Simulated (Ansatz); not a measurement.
BSi₃ (SMILES [Si]1B2[Si]=[Si]12) (doublet)

Input file:

```
crystal:
  periodic: [false, false, false]
  atoms:
    - {symbol: B, position_ang: [-0.626558, 0.418830, -0.175773]}
    - {symbol: Si, position_ang: [1.115150, -0.074456, 0.623374]}
    - {symbol: Si, position_ang: [0.713700, 1.663675, -0.883410]}
    - {symbol: Si, position_ang: [-0.939622, -1.116570, 1.003719]}
basis:
  gaussian: {orbitals: def2-TZVPD}
total_charge: 0
magnetization: {spin_polarized: true, initial_magnetization: 1}
hamiltonian: {xc: {name: PBE0}}
output: {forces: true, orbitals: {seedname: orbitals}}
```

Run with:

```sh
ansatz run input.yaml --threads 1 --pin off --max-ram 2610MiB --events-out events.jsonl --progress --plain --runs-dir runs
```

Geometry: r2SCAN-D4/def2-SVP.

Level of theory: isolated molecule in a Gaussian basis; Kohn-Sham density functional theory, functional PBE0 in Ansatz.

Q: Predict the electron density, electron localisation function and spin density between the atoms.

A: Si–B (1.96 Å): ρ at the midpoint is about 0.77 e/Å³; the ELF peaks at about 0.90 between the atoms: localised, covalent bonding.
Si–Si (2.34 Å): the density is about 0.53 e/Å³ at the midpoint; the ELF peaks at about 0.75 between the atoms, as expected for a shared electron pair.
The unpaired spin (1 electron) lies mostly on Si2 (about 0.5) and B1 (about 0.4), in electrons by Hirshfeld's partition.

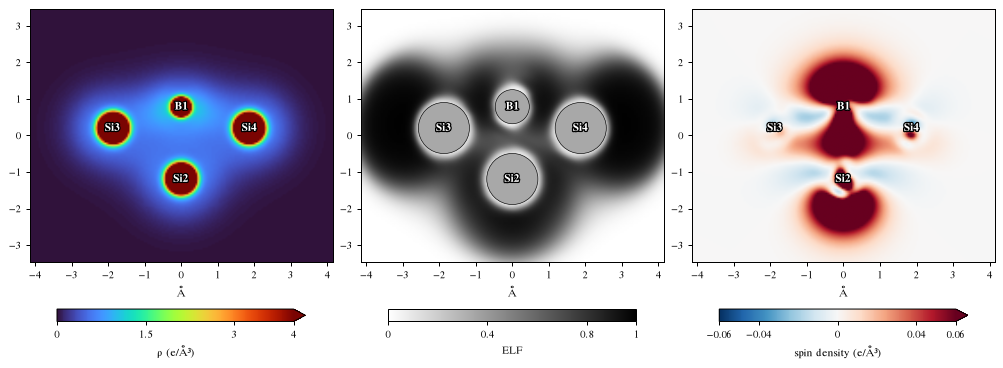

Computed electron density, electron localisation function and spin density on the molecular plane, in this order. Grey discs cover the atomic cores in the ELF map. 
